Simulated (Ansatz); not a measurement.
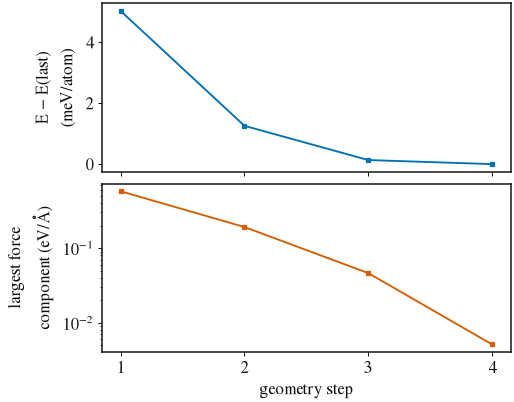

History of a geometry optimisation. The run: MoS2 (P6_3/mmc, 6 atoms in the cell; volume × 0.88, shape and atoms relaxed), by DFT PBE+D3(BJ), scalar-relativistic, plane waves, PAW in Ansatz 0.2.0; cutoff 420 eV, 12×12×4 k-mesh, Gaussian smearing of 0.02 eV. The volume is held, while cell shape and atoms may move. A closing SCF on a freshly chosen basis isn't drawn.

The optimisation met its thresholds at geometry 4, counting the start as the first. The energy fell by about 5 meV/atom from the first step to the last. The largest force component goes from about 0.57 eV/Å at the start to 5 × 10⁻³ eV/Å at the end.
